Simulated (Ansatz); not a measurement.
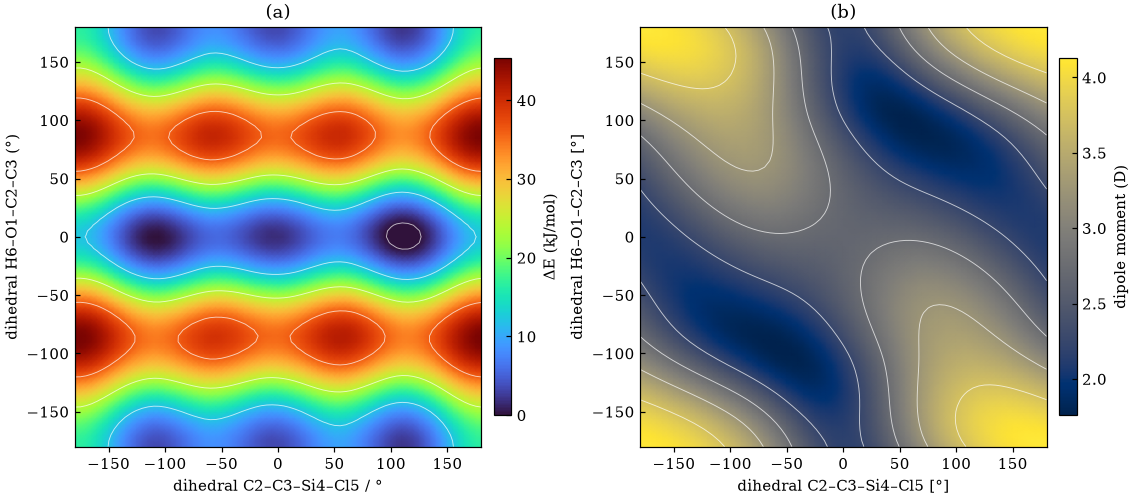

C₂H₅ClOSi, SMILES OC=C[SiH2]Cl. 
- The first coordinate is: dihedral C2–C3–Si4–Cl5; the second: dihedral H6–O1–C2–C3.
- Nothing is relaxed (all other coordinates rigid).
- The scan uses a 15 × 15 grid.
- Points are written as (first, second).
- Energies are in kJ/mol, from the lowest grid point.
- The calculation used RKS r2SCAN-D4/def2-SVP (Ansatz 0.2.0).

Panel (a) is the energy; panel (b) is the computed dipole moment, in D.

In the figure: a smooth colour map with a few white contour lines. Between grid points the surface is interpolated.

**How does the dipole moment vary over the map, and what is it at the lowest grid point?**

Leaving out the highest fifth of the energies, it runs from 1.79 D at (−36°, −108°) to 4.13 D at (−180°, −180°). At the lowest grid point, (108°, 12°), it is 2.37 D.
